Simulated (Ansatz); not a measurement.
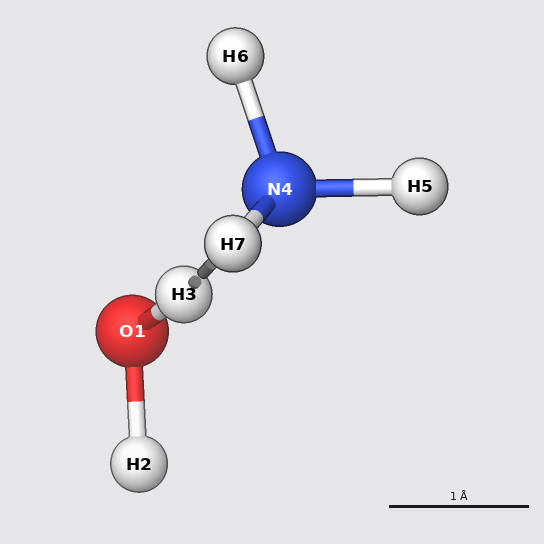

Two molecules or ions; the broken line marks their closest contact (measured against van der Waals radii). Computed geometry: PBE0-D4/def2-TZVP optimisation. Program: Ansatz 0.2.0.

### Which two species are they?

H2O and NH3 (`N.O`).

### How long is the contact?

H3···N4 is 1.94 Å.

Give the counterpoise-corrected interaction energy (kcal/mol, monomers kept as in the pair) with CCSD(T)/CBS (MP2 limit from def2-TZVPPD and def2-QZVPPD plus CCSD(T) − MP2); RHF-CCSD(T) (frozen core)/def2-TZVPPD; revPBE-D4/def2-TZVPPD; ωB97M-V/def2-TZVPPD; B97M-V/def2-TZVPPD.

| level | interaction energy (kcal/mol) |
| --- | --- |
| CCSD(T)/CBS (MP2 limit from def2-TZVPPD and def2-QZVPPD plus CCSD(T) − MP2) | −6.5 |
| RHF-CCSD(T) (frozen core)/def2-TZVPPD | −6.1 |
| revPBE-D4/def2-TZVPPD | −6.5 |
| ωB97M-V/def2-TZVPPD | −6.6 |
| B97M-V/def2-TZVPPD | −6.5 |
